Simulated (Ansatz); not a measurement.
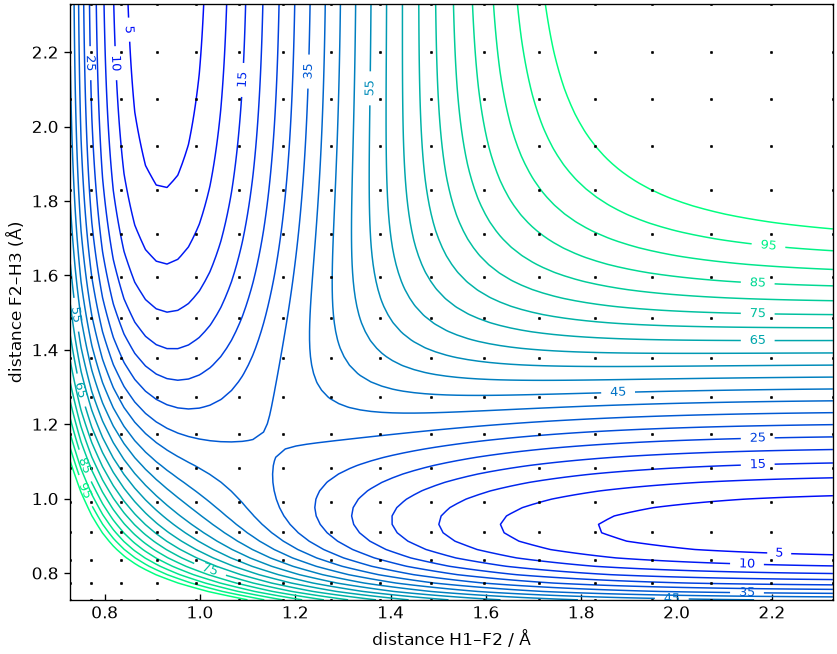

Energy landscape of the system H + FH, spin multiplicity 2. First axis: distance H1–F2. Second axis: distance F2–H3. Nothing is relaxed (the angle H1–F2–H3 is fixed at 180 degrees). The scan uses a 17 × 17 grid; 153 points were computed and 136 follow by symmetry. All energies are given in kcal/mol relative to H far from the relaxed FH (each part in its own basis). In part of the range the unrestricted reference is strongly spin-contaminated. Computed with UKS PBE0-D4/def2-SVPD in Ansatz 0.2.0.

The picture shows contour lines labelled in kcal/mol (none above 100), dots at the grid points. Between grid points the surface is interpolated. 

> Summarise what can be read from the map.

The lowest grid point is at distance H1–F2 = 0.910 Å, distance F2–H3 = 2.328 Å, 0.7 kcal/mol from H far from the relaxed FH (each part in its own basis). It lies in a valley that leaves the map towards separated partners. The highest grid point, distance H1–F2 = 0.728 Å, distance F2–H3 = 0.728 Å, lies 205 kcal/mol above the lowest. On the interpolated surface the lowest path from the side where the first distance is long, about distance H1–F2 = 2.33 Å, distance F2–H3 = 0.93 Å, to the side where the second distance is long, about distance H1–F2 = 0.93 Å, distance F2–H3 = 2.33 Å, has its top at about distance H1–F2 = 1.15 Å, distance F2–H3 = 1.15 Å, about 34 kcal/mol above the start and 34 kcal/mol above the end.

The values on the grid:

| distance F2–H3 ↓, distance H1–F2 → | 0.772 | 0.910 | 1.081 | 1.274 | 1.485 | 1.711 | 1.949 | 2.199 |
| --- | --- | --- | --- | --- | --- | --- | --- | --- |
| 2.328 | 23 | 1 | 13 | 42 | 74 | 99 | 113 | 121 |
| 2.073 | 25 | 2 | 14 | 42 | 73 | 96 | 109 | 116 |
| 1.829 | 28 | 5 | 17 | 44 | 71 | 90 | 100 | 105 |
| 1.596 | 35 | 11 | 21 | 45 | 66 | 78 | 84 | 87 |
| 1.378 | 48 | 22 | 28 | 43 | 53 | 57 | 58 | 58 |
| 1.175 | 67 | 38 | 34 | 36 | 34 | 31 | 28 | 27 |
| 0.992 | 94 | 57 | 40 | 28 | 17 | 10 | 6 | 4 |
| 0.835 | 130 | 86 | 59 | 38 | 24 | 15 | 10 | 8 |
| 0.728 | 180 | 134 | 103 | 79 | 62 | 52 | 47 | 45 |

The table holds every second grid line.

The input of one point:

```yaml
crystal:
  periodic: [false, false, false]
  atoms:
    - { symbol: H, position_ang: [-2.328, 0.0, 0.0] }
    - { symbol: F, position_ang: [0.0, 0.0, 0.0] }
    - { symbol: H, position_ang: [0.91, 0.0, 0.0] }
magnetization:
  spin_polarized: true
  initial_magnetization: 1
basis:
  gaussian: { orbitals: def2-SVPD }
hamiltonian:
  xc: pbe0
  dispersion: d4
output:
  forces: true
```

The whole map (153 points run) took 2.3 min on 1 thread of Arm Neoverse V2, on a shared host.
